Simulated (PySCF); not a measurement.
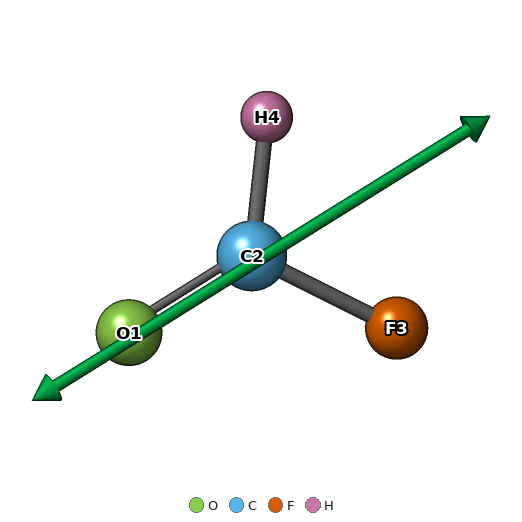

The double arrow shows the direction of the transition dipole to excited singlet state 4 (its length means nothing). Computed geometry: PBE0-D3(BJ)/def2-SVP optimisation. No frequency run is at hand to confirm it as a minimum. Properties computed with TDDFT CAM-B3LYP/def2-SVPD, vertical, gas phase, core orbitals frozen in the response (PySCF 2.14.0).

How is the transition polarised?

In the molecular plane, nearly parallel to the O1–C2 bond.

Give its energy, strength and character.

9.48 eV (131 nm), oscillator strength 0.15, of mixed character, with the largest part HOMO−1 → LUMO (weight 0.47); transition dipole 2.01 D.
